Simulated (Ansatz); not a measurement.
**BGeH4Cl (SMILES Cl[BH][GeH3]): B3LYP/6-31G(d) (spherical functions)**

What is the electronic atomisation energy of BGeH4Cl at B3LYP/6-31G* (spherical functions)? 

Program for the calculation: Ansatz 0.2.0.

59 further runs of the same task are left out: 59 set aside as unsound or not needed. Runs told in other sessions of the task aren't counted.

### Step 1. Starting point

The species is BGeH4Cl (7 atoms), meant as a singlet with charge 0. As SMILES, `Cl[BH][GeH3]`. The coordinates come from a PBE0-D4/def2-TZVP relaxation.

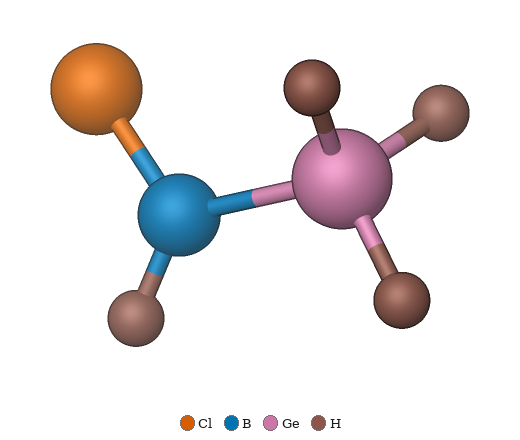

Viewed from a chosen angle; chlorine orange, boron blue, germanium pink, hydrogen brown.

### Step 2. A single-point energy at B3LYP/6-31G(d) (spherical functions)

input.yaml reads:

```yaml
crystal:
  periodic: [false, false, false]
  atoms:
    - {symbol: Cl, position_ang: [-1.976000, -1.523900, 0.066800]}
    - {symbol: B, position_ang: [-0.280900, -1.157900, 0.180500]}
    - {symbol: Ge, position_ang: [0.359600, 0.783200, -0.117500]}
    - {symbol: H, position_ang: [0.439400, -2.075400, 0.430000]}
    - {symbol: H, position_ang: [-0.028000, 1.247000, -1.533300]}
    - {symbol: H, position_ang: [-0.333800, 1.724000, 0.884000]}
    - {symbol: H, position_ang: [1.881000, 0.935000, 0.043800]}
basis:
  gaussian:
    orbitals: 6-31G_st_-spherical.json
hamiltonian:
  xc: {name: B3LYP}
output: {orbitals: {seedname: orbitals}}
accuracy: high
```

The basis set 6-31G* is read from a file made from the Basis Set Exchange's data (not shown).

On the command line:

```sh
ansatz run input.yaml --threads 1 --pin off --max-ram 2610MiB --events-out events.jsonl --progress --plain --runs-dir runs
```

The log of the run:

```text
Warning: RAYON_NUM_THREADS=1 ignored (pool sized by the plan → 1); use --threads N
Functional definition: B3LYP
  name "B3LYP"
  parameter a0 = 0.2
  parameter ax = 0.72
  parameter ac = 0.81
  exchange = (1 - a0 - ax)*slater_x + ax*b88_x + a0*exact_x
  correlation = (1 - ac)*vwn_rpa_c + ac*lyp_c
1554 factors; integrals over basis functions are off by at most 1.7e-8 eV
mean field evaluation 1: about -69775.4714 eV, gradient 1.6e1 eV
mean field evaluation 2: about -69775.7656 eV, gradient 1.3e1 eV
mean field evaluation 4: about -69775.9729 eV, gradient 5.4e-1 eV
mean field evaluation 8: about -69776.0734 eV, gradient 1.0e-1 eV
mean field evaluation 16: about -69776.0735 eV, gradient 1.8e-6 eV
mean field -69776.07345554 eV, -2564.2234035700 hartree, gradient 9.8e-8 eV, S^2 0.000000; 0 other end points of the search recorded, 0 dependent functions left out
reference -69776.07349755 eV, -2564.2234051136 hartree; 29, 29 occupied and 43, 43 virtual orbitals, 1554 factors
Total energy: -69776.07349755 eV, -2564.2234051136 hartree
```

It took 6.9 s on 1 thread of Arm Neoverse V2, shared host; peak memory 0.23 GiB.

### Step 3. The B atom

run.yaml reads:

```yaml
crystal:
  periodic: [false, false, false]
  atoms:
    - {symbol: B, position_ang: [0.000000, 0.000000, 0.000000]}
basis:
  gaussian:
    orbitals: 6-31G_st_-spherical.json
hamiltonian:
  xc: {name: B3LYP}
total_charge: 0
accuracy: high
magnetization:
  spin_polarized: true
  initial_magnetization: 1
```

The basis set 6-31G* is read from a file made from the Basis Set Exchange's data (not shown).

Run the same way, it converges to -24.65384 Eh (log not shown).

### Step 4. The Cl atom

in.yaml reads:

```yaml
crystal:
  periodic: [false, false, false]
  atoms:
    - {symbol: Cl, position_ang: [0.000000, 0.000000, 0.000000]}
basis:
  gaussian: {orbitals: 6-31G_st_-spherical.json}
magnetization: {spin_polarized: true, initial_magnetization: 1}
hamiltonian: {xc: {name: B3LYP}}
accuracy: high
```

The basis set 6-31G* is read from a file made from the Basis Set Exchange's data (not shown).

Run the same way, it converges to -460.13279 Eh (log not shown).

### Step 5. The Ge atom

in.yaml reads:

```yaml
crystal:
  periodic: [false, false, false]
  atoms:
    - {symbol: Ge, position_ang: [0.000000, 0.000000, 0.000000]}
basis:
  gaussian: {orbitals: 6-31G_st_-spherical.json}
magnetization: {spin_polarized: true, initial_magnetization: 2}
hamiltonian: {xc: {name: B3LYP}}
accuracy: high
```

The basis set 6-31G* is read from a file made from the Basis Set Exchange's data (not shown).

Run the same way, it converges to -2076.68559 Eh (log not shown).

### Step 6. The H atom, same level

in.yaml reads:

```yaml
crystal:
  periodic: [false, false, false]
  atoms:
    - {symbol: H, position_ang: [0.000000, 0.000000, 0.000000]}
basis:
  gaussian:
    orbitals: "6-31G*"
magnetization:
  spin_polarized: true
  initial_magnetization: 1
hamiltonian:
  xc: {name: B3LYP}
accuracy: high
```

Run the same way, it converges to -0.50027 Eh (log not shown).

### Step 7. Results

At B3LYP/6-31G* (spherical functions):

| quantity | value |
| --- | --- |
| molecule: total energy | -2564.22341 Eh |
| molecule: HOMO energy | -7.65 eV |
| molecule: LUMO energy | -2.21 eV |
| molecule: HOMO–LUMO gap | 5.44 eV |
| B atom: total energy | -24.65384 Eh |
| B atom: ⟨S²⟩ | 0.752 |
| Cl atom: total energy | -460.13279 Eh |
| Cl atom: ⟨S²⟩ | 0.752 |
| Ge atom: total energy | -2076.68559 Eh |
| Ge atom: ⟨S²⟩ | 2.002 |
| H atom: total energy | -0.50027 Eh |
| H atom: ⟨S²⟩ | 0.750 |
| electronic atomisation energy | 20.411 eV |

What this shows: Taking the molecule apart into free atoms costs 20.41 eV (471 kcal/mol), before zero-point energy and without spin-orbit coupling.
